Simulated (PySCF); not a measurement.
C3H3N3, SMILES `c1ncncn1`.

Method: 6-311+G** basis; geometry: GFN2-xTB; program: PySCF. No frequency check shows the geometry to be a minimum.

Coordinates in Å:

```
C1      -0.5449    1.1649    0.0000
N2      -1.3507    0.1166    0.0000
C3      -0.7364   -1.0544    0.0000
N4       0.5744   -1.2280    0.0000
C5       1.2813   -0.1105    0.0000
N6       0.7763    1.1115    0.0000
H7      -1.0038    2.1459    0.0000
H8      -1.3565   -1.9423    0.0000
H9       2.3603   -0.2037    0.0000
```

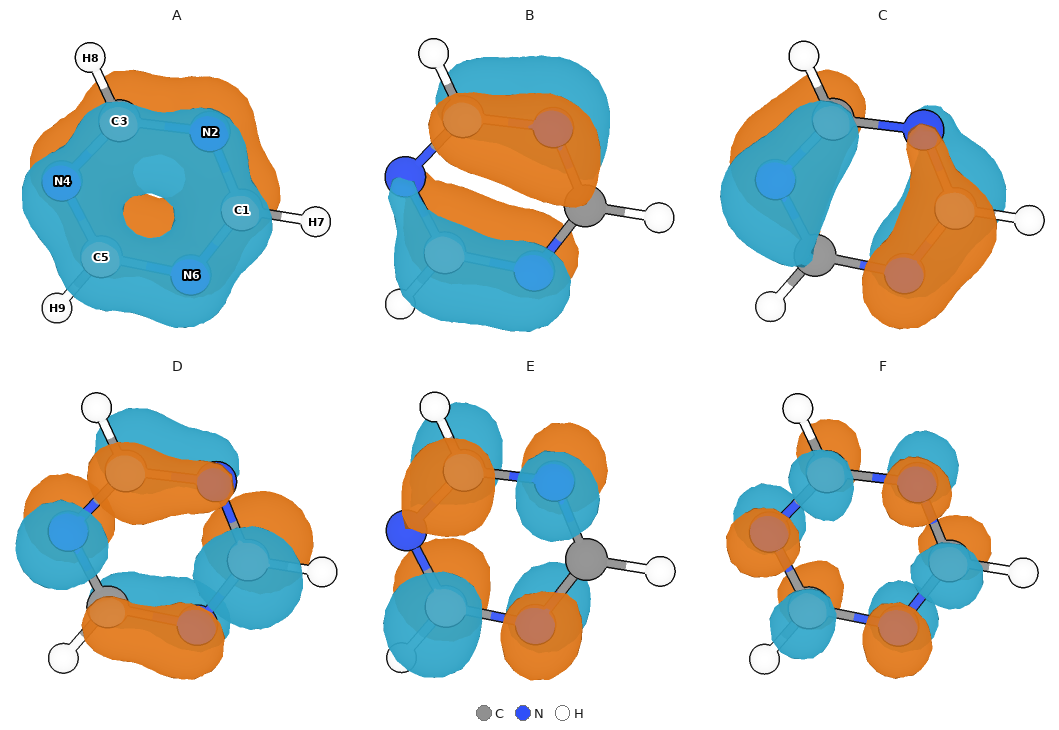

Natural orbitals of the π active space, CASSCF(6,6), singlet state, in order of falling occupation.

Question: What are the natural occupation numbers?

Answer: A 1.96, B 1.91, C 1.91, D 0.09, E 0.09, F 0.04.

Question: How multiconfigurational is the state?

Answer: The leading determinant weighs 0.89; the effective number of unpaired electrons, Σ n²(2−n)², is 0.14; the most occupied of the weakly occupied orbitals holds 0.09 e, as in an ordinary closed-shell π system. The active space lowers the energy by 2.13 eV against Hartree–Fock.

Question: Where does the lowest triplet lie relative to the singlet, at this geometry and within this active space?

Answer: 5.28 eV above it by strongly contracted NEVPT2 (+4.51 eV by CASSCF); a small basis tends to put such gaps a few tenths of an eV too high. This is a vertical energy for π states alone; a state that uses lone pairs or σ orbitals may lie lower.
